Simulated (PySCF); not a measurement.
GeHF₃ (charge +1): geometry relaxation (part 2 of 2)

GeHF₃, charge +1, multiplicity 2; HF/6-31G*, UHF (PySCF 2.14.0). The atoms were displaced at random from an optimised geometry. The geometry is that of the parent species in another charge or spin state.

Geometry of the input (Å):
```
F  -0.2417  -0.7299  1.4816
Ge 0.0935  -0.0298  0.0203
F  -0.6780  1.5100  0.0088
F  -0.7081  -0.9597  -1.2020
H  1.5588  0.1110  -0.2842
```

Log, continued
```
Geometry optimization cycle 8
Cartesian coordinates (Angstrom)
 Atom        New coordinates             dX        dY        dZ
   F  -0.280962  -0.672921   1.518366   -0.000514  0.000363  0.000118
  Ge   0.258203  -0.339816  -0.007466    0.000610 -0.000180  0.000397
   F  -0.846062   1.635035  -0.003527   -0.001251  0.001161  0.000758
   F  -0.768125  -0.856882  -1.195176    0.001009 -0.000222 -0.000208
   H   1.661405   0.136289  -0.287683    0.000146 -0.001122 -0.001065
converged SCF energy = -2373.63148350713  <S^2> = 0.75380058  2S+1 = 2.003797
--------------- SecondOrderUHF_Scanner gradients ---------------
         x                y                z
0 F     0.0000456269    -0.0000078870     0.0000342795
1 Ge     0.0000328761    -0.0000105110    -0.0000289984
2 F    -0.0000113802    -0.0000378495    -0.0000528830
3 F    -0.0000424786     0.0000627425    -0.0000083069
4 H    -0.0000246442    -0.0000064950     0.0000559088
----------------------------------------------
cycle 8: E = -2373.63148351  dE = -9.20847e-07  norm(grad) = 0.000138908
Step    7 : Displace = 1.263e-03/1.873e-03 (rms/max) Trust = 3.000e-01 (=) Grad = 6.212e-05/7.622e-05 (rms/max) E (change) = -2373.6314835071 (-9.208e-07) Quality = 1.245
Hessian Eigenvalues: 3.24593e-02 5.00000e-02 5.00000e-02 ... 3.70153e-01 4.22589e-01 4.29537e-01

Geometry optimization cycle 9
Cartesian coordinates (Angstrom)
 Atom        New coordinates             dX        dY        dZ
   F  -0.281716  -0.672583   1.518197   -0.000754  0.000338 -0.000168
  Ge   0.258300  -0.339774  -0.007360    0.000096  0.000042  0.000106
   F  -0.846096   1.635657  -0.002540   -0.000034  0.000622  0.000987
   F  -0.767437  -0.857720  -1.195228    0.000688 -0.000837 -0.000052
   H   1.661410   0.136124  -0.288556    0.000005 -0.000165 -0.000873
converged SCF energy = -2373.63148385599  <S^2> = 0.7538005  2S+1 = 2.0037969
--------------- SecondOrderUHF_Scanner gradients ---------------
         x                y                z
0 F     0.0000182174    -0.0000292173     0.0000026024
1 Ge     0.0000619950     0.0000155474     0.0000657467
2 F    -0.0000249465    -0.0000080927    -0.0000498152
3 F    -0.0000376402     0.0000409812    -0.0000204587
4 H    -0.0000176257    -0.0000192187     0.0000019247
----------------------------------------------
cycle 9: E = -2373.63148386  dE = -3.48854e-07  norm(grad) = 0.000130261
```

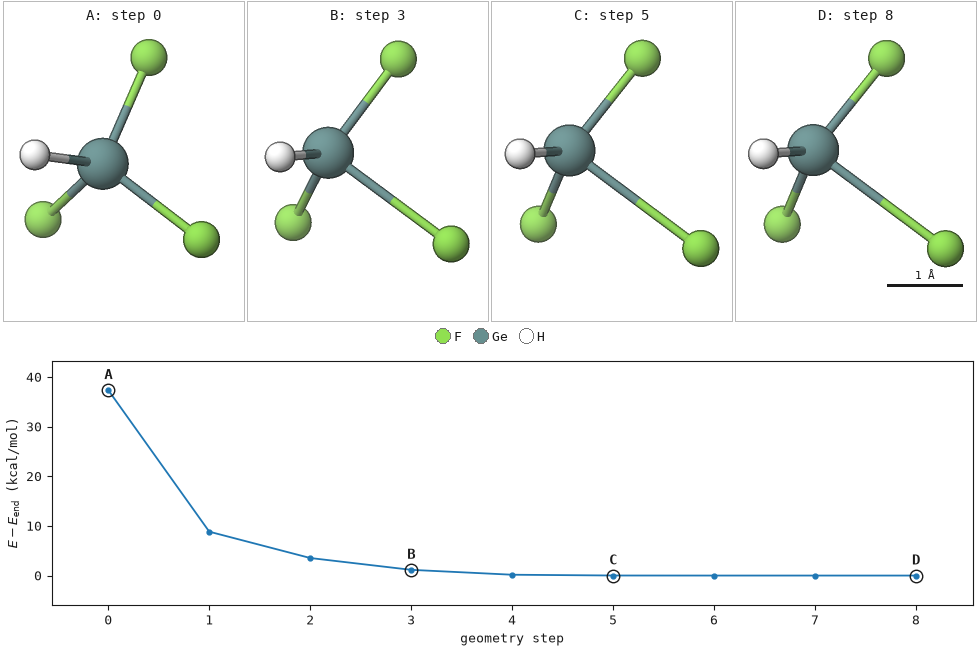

Fig. 1: Frames of the relaxation (ball-and-stick view, seen at a tilt) above the curves, on which the letters mark them (steps are counted from 0).

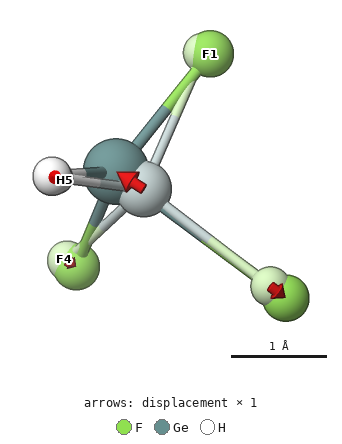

Fig. 2: Start (faint) and end (solid) with the displacements as red arrows, at true length (ball-and-stick view, seen at a tilt). The two geometries are laid on each other by the best rigid fit. Ge2 moves most after the best rigid fit: 0.35 Å. By element the largest moves are Ge 0.35 Å, F 0.21 Å, H 0.11 Å. Among the contacts that change: Ge2–F3 1.722 → 2.263 Å, Ge2–F4 1.732 → 1.653 Å, Ge2–H5 1.503 → 1.508 Å. Bonds break: Ge2–F3 (1.72 → 2.26 Å). Among the angles that change: F3–Ge2–F4 105.5° → 88.4°, F1–Ge2–F3 107.1° → 90.8°, F4–Ge2–H5 111.0° → 122.8°. Over 8 geometry steps the energy falls by 37.4 kcal/mol. The largest force component goes from 8.7 to 0.0034 eV/Å. (Atoms are counted from 1 in the order of the input.)

```
Step    8 : Displace = 9.006e-04/1.137e-03 (rms/max) Trust = 3.000e-01 (=) Grad = 5.825e-05/9.169e-05 (rms/max) E (change) = -2373.6314838560 (-3.489e-07) Quality = 1.491
Hessian Eigenvalues: 3.24593e-02 5.00000e-02 5.00000e-02 ... 3.70153e-01 4.22589e-01 4.29537e-01
Converged! =D

converged: True
F          -0.28171619       -0.67258268        1.51819735
Ge          0.25829962       -0.33977400       -0.00735979
F          -0.84609640        1.63565700       -0.00253979
F          -0.76743712       -0.85771971       -1.19522815
H           1.66141010        0.13612438       -0.28855562

WARN: HOMO -0.502155838162193 >= LUMO -0.502155838162193

converged SCF energy = -2373.63148385583  <S^2> = 0.75380044  2S+1 = 2.0037968
Final energy -2373.631483855833
frequencies (1/cm) [  58.1  153.3  216.2  266.8  616.8  735.9  861.5  911.9 2407.3]
temperature 298.1500 [K]
pressure 101325.00 [Pa]
Rotational constants [GHz] 5.28401 4.65431 3.21175
Symmetry number 1
Zero-point energy (ZPE) 0.01419 [Eh]   37250.675 [J/mol]
                           tot       elec      trans        rot        vib
Entropy [J/mol/K]       332.402      5.763    169.513    107.998     49.128
Cv [J/mol/K]             67.717      0.000     12.472     12.472     42.774
Cp [J/mol/K]             76.032      0.000     20.786     12.472     42.774
Internal energy [J/mol]                      3718.434   3718.434  44651.322
Internal energy [Eh]   -2373.61164  -2373.63148
Enthalpy [J/mol]                             6197.391   3718.434  44651.322
Enthalpy [Eh]          -2373.61070
Gibbs free energy [J/mol]                  -44342.851 -28481.175  30003.909
Gibbs free energy [Eh] -2373.64845
```

Trajectory as extended XYZ (Å, eV, eV/Å), 9 frames, from step=0 to step=8
```
5
Properties=species:S:1:pos:R:3:forces:R:3 step=0 energy=-64588.18344
F    -0.2417   -0.7299    1.4816   -0.4970   0.5495   0.4174
Ge    0.0935   -0.0298    0.0203    2.4745  -8.7294  -1.9633
F    -0.6780    1.5100    0.0088   -2.7889   5.3843  -0.0165
F    -0.7081   -0.9597   -1.2020    0.6087   1.8713   1.6154
H     1.5588    0.1110   -0.2842    0.2027   0.9244  -0.0531
5
Properties=species:S:1:pos:R:3:forces:R:3 step=1 energy=-64589.41976
F    -0.2997   -0.7145    1.5094   -0.0807   0.3306  -0.1139
Ge    0.1598   -0.1953    0.0005    1.7318  -2.7490   0.0535
F    -0.6793    1.5200   -0.0048   -1.1201   2.0607   0.0297
F    -0.7528   -0.9124   -1.1794   -0.2337   0.1972  -0.0757
H     1.5964    0.2039   -0.3011   -0.2973   0.1604   0.1064
5
Properties=species:S:1:pos:R:3:forces:R:3 step=2 energy=-64589.64984
F    -0.3233   -0.6588    1.5106    0.0995  -0.1888   0.0383
Ge    0.2338   -0.3238   -0.0103    0.0861  -0.6180  -0.0020
F    -0.6749    1.4920   -0.0004   -0.6192   1.1599   0.0039
F    -0.7939   -0.8723   -1.1865    0.1210  -0.1620   0.0021
H     1.5828    0.2646   -0.2889    0.3125  -0.1911  -0.0423
5
Properties=species:S:1:pos:R:3:forces:R:3 step=3 energy=-64589.75314
F    -0.2981   -0.6832    1.5062    0.0015   0.0037   0.0733
Ge    0.2252   -0.2971   -0.0129    0.2040  -0.6422  -0.0135
F    -0.7444    1.5803    0.0048   -0.3442   0.4950  -0.0467
F    -0.7746   -0.8965   -1.1883    0.0194   0.1326   0.0201
H     1.6164    0.1982   -0.2854    0.1193   0.0109  -0.0331
5
Properties=species:S:1:pos:R:3:forces:R:3 step=4 energy=-64589.79587
F    -0.2844   -0.6844    1.5125   -0.0113   0.0401   0.0191
Ge    0.2423   -0.3198   -0.0111    0.2050  -0.2026   0.0560
F    -0.8071    1.6191   -0.0052   -0.1121   0.1323  -0.0020
F    -0.7744   -0.8741   -1.1893   -0.0259   0.0446  -0.0571
H     1.6480    0.1610   -0.2824   -0.0558  -0.0145  -0.0159
5
Properties=species:S:1:pos:R:3:forces:R:3 step=5 energy=-64589.80269
F    -0.2797   -0.6758    1.5173   -0.0051   0.0096  -0.0125
Ge    0.2547   -0.3354   -0.0091   -0.0025  -0.0574   0.0280
F    -0.8369    1.6309   -0.0052   -0.0227   0.0280   0.0020
F    -0.7710   -0.8601   -1.1944    0.0122   0.0136   0.0030
H     1.6573    0.1422   -0.2840    0.0180   0.0063  -0.0205
5
Properties=species:S:1:pos:R:3:forces:R:3 step=6 energy=-64589.80308
F    -0.2804   -0.6733    1.5182   -0.0049  -0.0012  -0.0005
Ge    0.2576   -0.3396   -0.0079    0.0180   0.0050   0.0097
F    -0.8448    1.6339   -0.0043   -0.0031   0.0068   0.0027
F    -0.7691   -0.8567   -1.1950   -0.0018  -0.0059  -0.0067
H     1.6613    0.1374   -0.2866   -0.0083  -0.0048  -0.0051
5
Properties=species:S:1:pos:R:3:forces:R:3 step=7 energy=-64589.80310
F    -0.2810   -0.6729    1.5184   -0.0023   0.0004  -0.0018
Ge    0.2582   -0.3398   -0.0075   -0.0017   0.0005   0.0015
F    -0.8461    1.6350   -0.0035    0.0006   0.0019   0.0027
F    -0.7681   -0.8569   -1.1952    0.0022  -0.0032   0.0004
H     1.6614    0.1363   -0.2877    0.0013   0.0003  -0.0029
5
Properties=species:S:1:pos:R:3:forces:R:3 step=8 energy=-64589.80311
F    -0.2817   -0.6726    1.5182   -0.0009   0.0015  -0.0001
Ge    0.2583   -0.3398   -0.0074   -0.0032  -0.0008  -0.0034
F    -0.8461    1.6357   -0.0025    0.0013   0.0004   0.0026
F    -0.7674   -0.8577   -1.1952    0.0019  -0.0021   0.0011
H     1.6614    0.1361   -0.2886    0.0009   0.0010  -0.0001
```

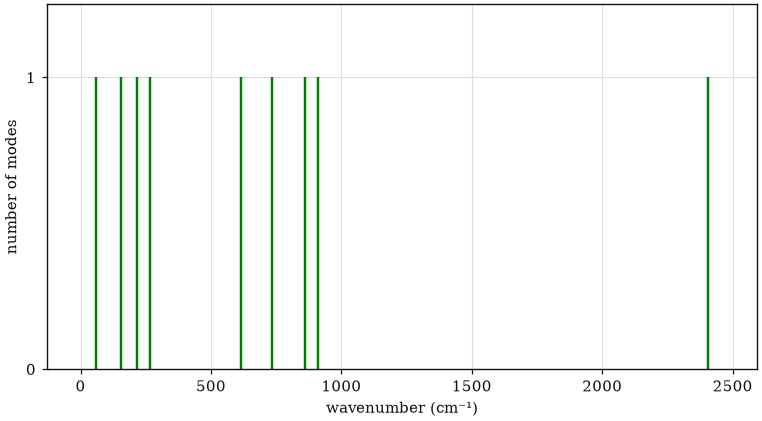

Fig. 3: Harmonic vibrational wavenumbers from the force constants; neighbouring modes closer than 11 cm⁻¹ are counted in one stick. 9 modes from 58 to 2407 cm⁻¹, none imaginary.

Results in brief

| quantity | value |
| --- | --- |
| outcome | converged |
| total energy | −2373.631484 hartree |
| basis functions | 76 |
| ⟨S²⟩ | 0.754 |
| zero-point energy | 0.014188 hartree |
| wavenumbers, lowest and highest | 58 and 2407 cm⁻¹ |
| wall time | 2 min |
| peak memory | 0.18 GiB |

Further notes kept with the run: dipole of an ion depends on the origin.
